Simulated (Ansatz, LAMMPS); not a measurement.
## Zn2+ PF6- in diglyme and dimethyl sulfoxide at 350 K (116 atoms): a reference run and its variants

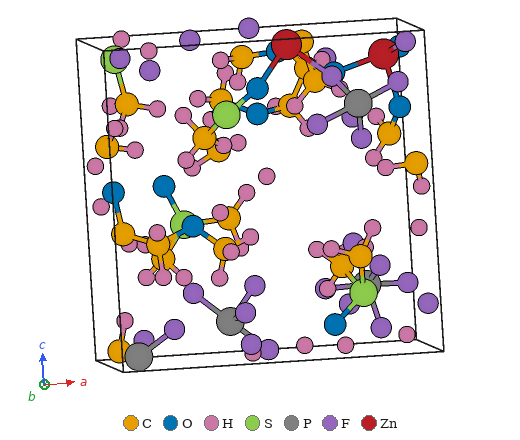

The cell (carbon orange, oxygen blue, hydrogen pink, sulfur green, phosphorus grey, fluorine purple, zinc red). Bonds to atoms that aren't drawn are left out. Some periodic images of atoms are drawn too.

Density of this cell: 1.55 g/cm³. The cell holds 116 atoms: 20 C, 10 O, 52 H, 4 S, 4 P, 24 F and 2 Zn. Cell: a = 11.136 Å, b = 11.136 Å, c = 11.136 Å, α = 90.0°, β = 90.0°, γ = 90.0°. 2 diglyme, 4 dimethyl sulfoxide, 2 Zn2+, 4 PF6- placed at random, at 1.55 g/cm³; overlaps pushed apart, then 10 ps at 550 K with stiff harmonic cages for PF6 and BF4 with UFF radii; divalent ions of Li, Roberts, Chakravorty and Merz (J. Chem. Theory Comput. 9, 2733 (2013)); MMFF94 bonds, angles, torsions, charges and radii (Halgren, J. Comput. Chem. 17, 490 (1996)) in harmonic and 12-6 forms; charges of ions scaled by 0.8. Snapshot after 30 ps at 350 K and fixed volume.

Geometry: as built.

Reference run: Kohn-Sham DFT, PBE+D3(BJ), PAW (set soft_2), plane waves (Ansatz 0.2.0), cutoff 750 eV, Γ point, fixed occupations.

```
r.m.s. force component                           : 1.206 eV/Å
gap (highest filled to lowest empty level) : 3.329 eV
SCF cycles                                       : 10
time                                             : 18 s on 8 threads of Intel Xeon Platinum 8488C (Sapphire Rapids), shared host
```

**Question.** The same geometry is run again with each of these changes. How far do the results move, and how long does each run take?
- support functions medium
- support functions low
- support functions high
- support functions medium, radius 3.41 Å
- support functions medium, radius 3.69 Å
- support functions medium, radius 3.94 Å
- support functions medium, radius 4.22 Å
- support functions medium, radius 4.75 Å
- support functions medium, radius 5.27 Å

Differences are against the run with plane waves at 750 eV (Kohn-Sham DFT, PBE+D3(BJ), PAW (set soft_2), plane waves), whose r.m.s. force component is 1.21 eV/Å. Energies are set beside the reference only for runs with its functional, potentials and electron count. Times are for 8 threads of Intel Xeon Platinum 8488C (Sapphire Rapids), shared host.

| run | Δ force, r.m.s. (meV/Å) | share of r.m.s. force (%) | Δ energy (meV/atom) | Δ gap (eV) | cycles | time | host memory (GiB) |
| --- | --- | --- | --- | --- | --- | --- | --- |
| reference | - | - | - | - | 10 | 18 s | 3.6 |
| support functions medium | 0.697 | 0.0578 | -0.841 | 5.0e-4 | 19 | 1.9 min | 4.8 |
| support functions low | 0.745 | 0.0617 | -0.840 | 0.0011 | 18 | 97 s | 4.5 |
| support functions high | 0.441 | 0.0366 | -0.899 | 1.0e-4 | 24 | 7.5 min | 12 |
| support functions medium, radius 3.41 Å | 0.787 | 0.0653 | -0.841 | 6.0e-4 | 19 | 91 s | 4.6 |
| support functions medium, radius 3.69 Å | 0.532 | 0.0441 | -0.841 | 6.0e-4 | 20 | 96 s | 5.1 |
| support functions medium, radius 3.94 Å | 0.476 | 0.0395 | -0.841 | 7.0e-4 | 20 | 2.2 min | 5.6 |
| support functions medium, radius 4.22 Å | 0.427 | 0.0354 | -0.841 | 8.0e-4 | 20 | 3 min | 6.1 |
| support functions medium, radius 4.75 Å | 0.391 | 0.0324 | -0.841 | 5.0e-4 | 21 | 4.9 min | 7.5 |
| support functions medium, radius 5.27 Å | 0.389 | 0.0322 | -0.841 | 5.0e-4 | 21 | 6 min | 9.5 |

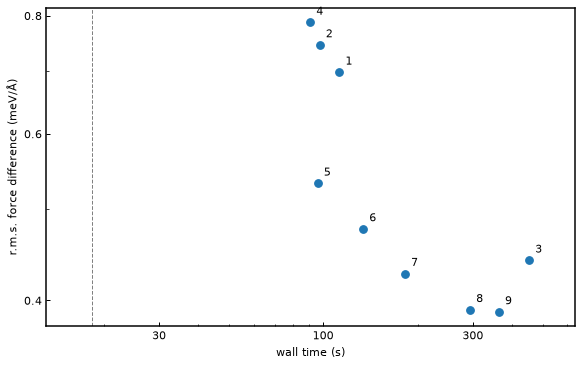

Force difference from the reference against wall time; the dashed line marks the reference's time. Points: 1 support functions medium; 2 support functions low; 3 support functions high; 4 support functions medium, radius 3.41 Å; 5 support functions medium, radius 3.69 Å; 6 support functions medium, radius 3.94 Å; 7 support functions medium, radius 4.22 Å; 8 support functions medium, radius 4.75 Å; 9 support functions medium, radius 5.27 Å.

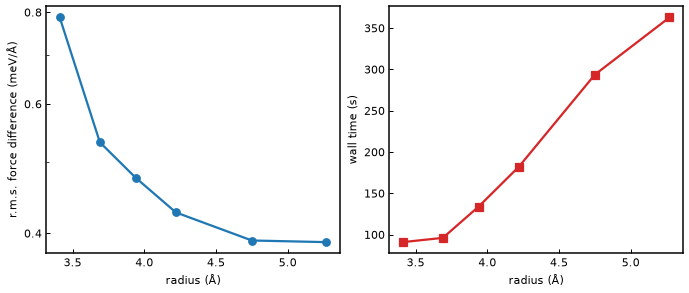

Force difference and time against the radius.

Among numerical settings the force difference runs from 0.39 meV/Å (support functions medium, radius 5.27 Å) to 0.79 meV/Å (support functions medium, radius 3.41 Å). At 116 atoms the fastest of the runs at a preset level, support functions low, takes 5.3 times the time of plane waves, in 18 SCF cycles against 10. Differences between support functions and plane waves include what basis error the plane-wave run still has. As the radius goes from 3.41 to 5.27 Å, the force difference goes from 0.79 to 0.39 meV/Å, and the time from 91 s to 6 min. 

[Logs are printed without paths, hosts, clocks, repeated set-up lines and the standing remarks that a program may print on its own settings, such as how far it seeks lower states.]

[Hosts, paths, dates, database ids (printed as entryN), source tags and the programs' standing remarks are cut or masked in the printed files.]

[The MMFF94 radii named for the starting cell were scaled by 0.96; in molecules described by MMFF94, hydrogen bound to N, O or S took a small fixed 12-6 site in their place.]
